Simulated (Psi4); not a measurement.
**MgHCl: molecular dynamics (part 2 of 2)**

The same run, continued: MgHCl; PBE0/cc-pVTZ, RKS, dispersion D4 (Psi4 1.11). The geometry comes from this level: PBE0-D4/def2-TZVP.

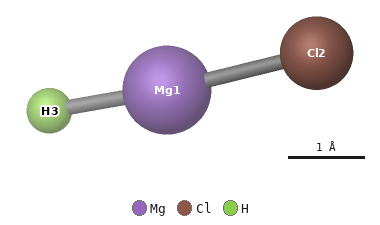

*The geometry at step 20 of the log (ball-and-stick view, seen at an oblique angle; atoms are numbered from 1 in the order of the input).*

Trajectory as extended XYZ (Å, eV, eV/Å), 41 frames, from step=0 to step=40:
```
3
Properties=species:S:1:pos:R:3:forces:R:3 step=0 energy=-17978.68533
Mg   -0.1500   -0.0020   -0.0826    0.0018   0.0006   0.0014
Cl    1.7665   -0.2655    0.9375    0.0186  -0.0029   0.0097
H    -1.6275    0.2027   -0.8682   -0.0177   0.0020  -0.0097
3
Properties=species:S:1:pos:R:3:forces:R:3 step=1 energy=-17978.67629
Mg   -0.1494    0.0001   -0.0817    0.3386  -0.0442   0.1794
Cl    1.7650   -0.2671    0.9364    0.0524  -0.0097   0.0284
H    -1.5901    0.2108   -0.8502   -0.3882   0.0536  -0.2063
3
Properties=species:S:1:pos:R:3:forces:R:3 step=2 energy=-17978.65324
Mg   -0.1487    0.0021   -0.0808    0.6781  -0.0949   0.3600
Cl    1.7635   -0.2688    0.9353    0.0870  -0.0168   0.0475
H    -1.5565    0.2194   -0.8341   -0.7622   0.1114  -0.4060
3
Properties=species:S:1:pos:R:3:forces:R:3 step=3 energy=-17978.62536
Mg   -0.1477    0.0041   -0.0797    0.9537  -0.1411   0.5076
Cl    1.7621   -0.2705    0.9342    0.1230  -0.0244   0.0674
H    -1.5302    0.2291   -0.8219   -1.0738   0.1653  -0.5735
3
Properties=species:S:1:pos:R:3:forces:R:3 step=4 energy=-17978.60616
Mg   -0.1463    0.0061   -0.0785    1.0932  -0.1691   0.5830
Cl    1.7607   -0.2721    0.9331    0.1609  -0.0325   0.0883
H    -1.5141    0.2403   -0.8152   -1.2511   0.2014  -0.6697
3
Properties=species:S:1:pos:R:3:forces:R:3 step=5 energy=-17978.60576
Mg   -0.1445    0.0079   -0.0770    1.0487  -0.1672   0.5597
Cl    1.7593   -0.2738    0.9321    0.2008  -0.0411   0.1102
H    -1.5100    0.2535   -0.8149   -1.2465   0.2081  -0.6684
3
Properties=species:S:1:pos:R:3:forces:R:3 step=6 energy=-17978.62388
Mg   -0.1422    0.0098   -0.0752    0.8228  -0.1310   0.4382
Cl    1.7580   -0.2755    0.9311    0.2426  -0.0500   0.1330
H    -1.5178    0.2686   -0.8210   -1.0624   0.1809  -0.5697
3
Properties=species:S:1:pos:R:3:forces:R:3 step=7 energy=-17978.65007
Mg   -0.1396    0.0115   -0.0733    0.4667  -0.0664   0.2454
Cl    1.7568   -0.2772    0.9301    0.2857  -0.0592   0.1564
H    -1.5358    0.2855   -0.8326   -0.7495   0.1255  -0.4004
3
Properties=species:S:1:pos:R:3:forces:R:3 step=8 energy=-17978.67092
Mg   -0.1369    0.0133   -0.0713    0.0543   0.0145   0.0210
Cl    1.7556   -0.2789    0.9292    0.3290  -0.0683   0.1799
H    -1.5610    0.3036   -0.8480   -0.3805   0.0538  -0.1995
3
Properties=species:S:1:pos:R:3:forces:R:3 step=9 energy=-17978.67763
Mg   -0.1341    0.0150   -0.0693   -0.3488   0.0987  -0.1993
Cl    1.7545   -0.2806    0.9283    0.3713  -0.0774   0.2027
H    -1.5898    0.3223   -0.8653   -0.0196  -0.0213  -0.0021
3
Properties=species:S:1:pos:R:3:forces:R:3 step=10 energy=-17978.66891
Mg   -0.1315    0.0168   -0.0674   -0.7004   0.1765  -0.3921
Cl    1.7535   -0.2824    0.9275    0.4111  -0.0859   0.2241
H    -1.6188    0.3407   -0.8826    0.2923  -0.0905   0.1694
3
Properties=species:S:1:pos:R:3:forces:R:3 step=11 energy=-17978.64928
Mg   -0.1291    0.0186   -0.0656   -0.9812   0.2424  -0.5468
Cl    1.7527   -0.2841    0.9267    0.4467  -0.0939   0.2432
H    -1.6450    0.3582   -0.8983    0.5376  -0.1484   0.3050
3
Properties=species:S:1:pos:R:3:forces:R:3 step=12 energy=-17978.62587
Mg   -0.1272    0.0206   -0.0640   -1.1875   0.2941  -0.6610
Cl    1.7519   -0.2859    0.9260    0.4767  -0.1009   0.2593
H    -1.6661    0.3743   -0.9110    0.7139  -0.1931   0.4031
3
Properties=species:S:1:pos:R:3:forces:R:3 step=13 energy=-17978.60563
Mg   -0.1257    0.0227   -0.0628   -1.3228   0.3314  -0.7365
Cl    1.7513   -0.2878    0.9254    0.5000  -0.1068   0.2718
H    -1.6803    0.3886   -0.9200    0.8260  -0.2244   0.4661
3
Properties=species:S:1:pos:R:3:forces:R:3 step=14 energy=-17978.59374
Mg   -0.1247    0.0249   -0.0618   -1.3921   0.3545  -0.7759
Cl    1.7509   -0.2896    0.9248    0.5154  -0.1115   0.2801
H    -1.6866    0.4007   -0.9244    0.8799  -0.2428   0.4971
3
Properties=species:S:1:pos:R:3:forces:R:3 step=15 energy=-17978.59296
Mg   -0.1243    0.0272   -0.0611   -1.3989   0.3633  -0.7810
Cl    1.7505   -0.2915    0.9243    0.5225  -0.1148   0.2841
H    -1.6846    0.4105   -0.9241    0.8796  -0.2483   0.4983
3
Properties=species:S:1:pos:R:3:forces:R:3 step=16 energy=-17978.60336
Mg   -0.1244    0.0297   -0.0607   -1.3434   0.3573  -0.7517
Cl    1.7503   -0.2934    0.9239    0.5211  -0.1167   0.2836
H    -1.6740    0.4180   -0.9191    0.8255  -0.2404   0.4696
3
Properties=species:S:1:pos:R:3:forces:R:3 step=17 energy=-17978.62241
Mg   -0.1251    0.0323   -0.0606   -1.2222   0.3347  -0.6863
Cl    1.7502   -0.2954    0.9236    0.5114  -0.1172   0.2787
H    -1.6556    0.4231   -0.9095    0.7139  -0.2173   0.4089
3
Properties=species:S:1:pos:R:3:forces:R:3 step=18 energy=-17978.64505
Mg   -0.1263    0.0351   -0.0608   -1.0305   0.2934  -0.5817
Cl    1.7503   -0.2974    0.9233    0.4943  -0.1162   0.2699
H    -1.6304    0.4261   -0.8960    0.5393  -0.1770   0.3132
3
Properties=species:S:1:pos:R:3:forces:R:3 step=19 energy=-17978.66441
Mg   -0.1279    0.0379   -0.0612   -0.7647   0.2316  -0.4360
Cl    1.7505   -0.2994    0.9232    0.4706  -0.1141   0.2577
H    -1.6000    0.4275   -0.8796    0.2972  -0.1173   0.1797
3
Properties=species:S:1:pos:R:3:forces:R:3 step=20 energy=-17978.67330
Mg   -0.1297    0.0409   -0.0618   -0.4284   0.1490  -0.2510
Cl    1.7509   -0.3014    0.9230    0.4417  -0.1108   0.2427
H    -1.5667    0.4277   -0.8614   -0.0104  -0.0379   0.0095
3
Properties=species:S:1:pos:R:3:forces:R:3 step=21 energy=-17978.66691
Mg   -0.1318    0.0439   -0.0625   -0.0396   0.0495  -0.0366
Cl    1.7513   -0.3035    0.9230    0.4091  -0.1067   0.2258
H    -1.5336    0.4276   -0.8431   -0.3665   0.0575  -0.1880
3
Properties=species:S:1:pos:R:3:forces:R:3 step=22 energy=-17978.64610
Mg   -0.1339    0.0470   -0.0632    0.3610  -0.0566   0.1847
Cl    1.7519   -0.3056    0.9230    0.3742  -0.1020   0.2077
H    -1.5040    0.4280   -0.8266   -0.7323   0.1588  -0.3912
3
Properties=species:S:1:pos:R:3:forces:R:3 step=23 energy=-17978.61931
Mg   -0.1358    0.0500   -0.0639    0.7099  -0.1517   0.3775
Cl    1.7525   -0.3077    0.9231    0.3385  -0.0968   0.1891
H    -1.4813    0.4299   -0.8139   -1.0454   0.2485  -0.5653
3
Properties=species:S:1:pos:R:3:forces:R:3 step=24 energy=-17978.59996
Mg   -0.1374    0.0530   -0.0644    0.9349  -0.2143   0.5013
Cl    1.7533   -0.3099    0.9232    0.3030  -0.0913   0.1706
H    -1.4687    0.4343   -0.8066   -1.2348   0.3057  -0.6705
3
Properties=species:S:1:pos:R:3:forces:R:3 step=25 energy=-17978.59905
Mg   -0.1387    0.0558   -0.0646    0.9842  -0.2282   0.5274
Cl    1.7542   -0.3121    0.9234    0.2683  -0.0857   0.1525
H    -1.4679    0.4415   -0.8056   -1.2494   0.3139  -0.6785
3
Properties=species:S:1:pos:R:3:forces:R:3 step=26 energy=-17978.61759
Mg   -0.1396    0.0586   -0.0647    0.8534  -0.1900   0.4533
Cl    1.7551   -0.3143    0.9236    0.2347  -0.0799   0.1349
H    -1.4790    0.4517   -0.8112   -1.0851   0.2699  -0.5868
3
Properties=species:S:1:pos:R:3:forces:R:3 step=27 energy=-17978.64591
Mg   -0.1401    0.0613   -0.0646    0.5877  -0.1113   0.3042
Cl    1.7561   -0.3165    0.9238    0.2021  -0.0740   0.1177
H    -1.5006    0.4646   -0.8224   -0.7868   0.1854  -0.4207
3
Properties=species:S:1:pos:R:3:forces:R:3 step=28 energy=-17978.67031
Mg   -0.1404    0.0640   -0.0644    0.2577  -0.0125   0.1197
Cl    1.7571   -0.3187    0.9241    0.1699  -0.0678   0.1008
H    -1.5296    0.4792   -0.8377   -0.4247   0.0803  -0.2193
3
Properties=species:S:1:pos:R:3:forces:R:3 step=29 energy=-17978.68112
Mg   -0.1406    0.0667   -0.0641   -0.0710   0.0871  -0.0636
Cl    1.7582   -0.3210    0.9244    0.1377  -0.0612   0.0838
H    -1.5628    0.4945   -0.8550   -0.0639  -0.0258  -0.0190
3
Properties=species:S:1:pos:R:3:forces:R:3 step=30 energy=-17978.67610
Mg   -0.1408    0.0694   -0.0639   -0.3546   0.1741  -0.2215
Cl    1.7593   -0.3233    0.9248    0.1048  -0.0542   0.0665
H    -1.5965    0.5097   -0.8725    0.2528  -0.1198   0.1563
3
Properties=species:S:1:pos:R:3:forces:R:3 step=31 energy=-17978.65921
Mg   -0.1412    0.0721   -0.0637   -0.5732   0.2418  -0.3430
Cl    1.7605   -0.3256    0.9251    0.0706  -0.0467   0.0485
H    -1.6278    0.5236   -0.8885    0.5056  -0.1952   0.2958
3
Properties=species:S:1:pos:R:3:forces:R:3 step=32 energy=-17978.63735
Mg   -0.1418    0.0750   -0.0637   -0.7225   0.2889  -0.4257
Cl    1.7617   -0.3279    0.9255    0.0349  -0.0385   0.0296
H    -1.6543    0.5358   -0.9017    0.6907  -0.2504   0.3975
3
Properties=species:S:1:pos:R:3:forces:R:3 step=33 energy=-17978.61749
Mg   -0.1427    0.0780   -0.0638   -0.8065   0.3161  -0.4721
Cl    1.7628   -0.3302    0.9259   -0.0027  -0.0297   0.0098
H    -1.6742    0.5455   -0.9111    0.8123  -0.2864   0.4637
3
Properties=species:S:1:pos:R:3:forces:R:3 step=34 energy=-17978.60500
Mg   -0.1439    0.0811   -0.0642   -0.8311   0.3252  -0.4856
Cl    1.7640   -0.3326    0.9262   -0.0421  -0.0203  -0.0109
H    -1.6863    0.5524   -0.9160    0.8764  -0.3050   0.4979
3
Properties=species:S:1:pos:R:3:forces:R:3 step=35 energy=-17978.60290
Mg   -0.1454    0.0843   -0.0647   -0.8010   0.3174  -0.4688
Cl    1.7652   -0.3349    0.9266   -0.0830  -0.0103  -0.0324
H    -1.6900    0.5565   -0.9162    0.8871  -0.3072   0.5026
3
Properties=species:S:1:pos:R:3:forces:R:3 step=36 energy=-17978.61160
Mg   -0.1473    0.0876   -0.0654   -0.7172   0.2930  -0.4225
Cl    1.7663   -0.3372    0.9270   -0.1250   0.0002  -0.0544
H    -1.6852    0.5576   -0.9115    0.8453  -0.2933   0.4783
3
Properties=species:S:1:pos:R:3:forces:R:3 step=37 energy=-17978.62896
Mg   -0.1495    0.0911   -0.0663   -0.5772   0.2511  -0.3454
Cl    1.7674   -0.3396    0.9273   -0.1675   0.0111  -0.0767
H    -1.6724    0.5559   -0.9023    0.7478  -0.2624   0.4235
3
Properties=species:S:1:pos:R:3:forces:R:3 step=38 energy=-17978.65037
Mg   -0.1518    0.0947   -0.0673   -0.3763   0.1904  -0.2351
Cl    1.7685   -0.3419    0.9276   -0.2096   0.0222  -0.0988
H    -1.6523    0.5517   -0.8891    0.5890  -0.2127   0.3353
3
Properties=species:S:1:pos:R:3:forces:R:3 step=39 energy=-17978.66931
Mg   -0.1544    0.0984   -0.0684   -0.1100   0.1095  -0.0893
Cl    1.7695   -0.3442    0.9279   -0.2505   0.0333  -0.1204
H    -1.6267    0.5455   -0.8726    0.3636  -0.1429   0.2111
3
Properties=species:S:1:pos:R:3:forces:R:3 step=40 energy=-17978.67868
Mg   -0.1569    0.1020   -0.0696    0.2206   0.0090   0.0910
Cl    1.7704   -0.3465    0.9282   -0.2893   0.0442  -0.1409
H    -1.5976    0.5379   -0.8541    0.0717  -0.0533   0.0512
```

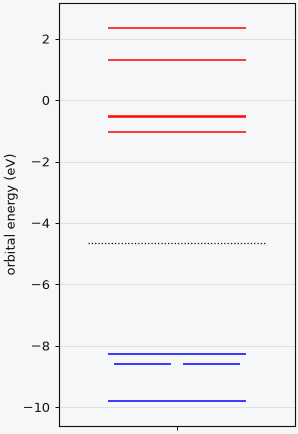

*Orbital energies near the frontier; the dotted line parts filled from empty levels, and levels within 0.02 eV of each other stand side by side.*

Highest filled −8.26 eV, lowest empty −1.03 eV, 7.23 eV apart.

The run was set up as follows.

Input (run_ase.py):
```python
import numpy as np
from ase.calculators.psi4 import Psi4
from ase import Atoms
from ase import units
from ase.md.velocitydistribution import MaxwellBoltzmannDistribution, Stationary
from ase.md.verlet import VelocityVerlet

atoms = Atoms(['Mg', 'Cl', 'H'], positions=[
    [-0.150000, -0.002000, -0.082600],
    [1.766500, -0.265500, 0.937500],
    [-1.627500, 0.202700, -0.868200],
])
calc = Psi4(atoms=atoms, method='pbe0-d4', basis='cc-pVTZ', memory='1600MB', num_threads=1, charge=0, multiplicity=1, label='psi4-calc', reference='rks')
atoms.calc = calc

MaxwellBoltzmannDistribution(atoms, temperature_K=300.0, rng=np.random.default_rng(826))
Stationary(atoms)
dyn = VelocityVerlet(atoms, 1.0 * units.fs)
def show():
    ep, ek = atoms.get_potential_energy(), atoms.get_kinetic_energy()
    print(f'step {dyn.nsteps:3d}  Epot {ep:14.6f}  Ekin {ek:9.6f}  Etot {ep + ek:14.6f} eV  T {atoms.get_temperature():7.1f} K')
dyn.attach(show)
dyn.run(40)
```

Launched with:
```bash
python run_ase.py
```

Summary:

```tsv
quantity	value
outcome	finished
trajectory	41 frames kept
potential energy (last step)	−660.704255 hartree
dispersion energy (last step)	−0.001088 hartree
basis functions (last step)	82
HOMO (last step)	−8.26 eV
LUMO (last step)	−1.03 eV
dipole moment (last step)	1.71 D
hardware	1 thread of Intel Xeon (Sapphire Rapids), 16 GiB of memory available, shared host
wall time	3.3 min
peak memory	0.98 GiB
```
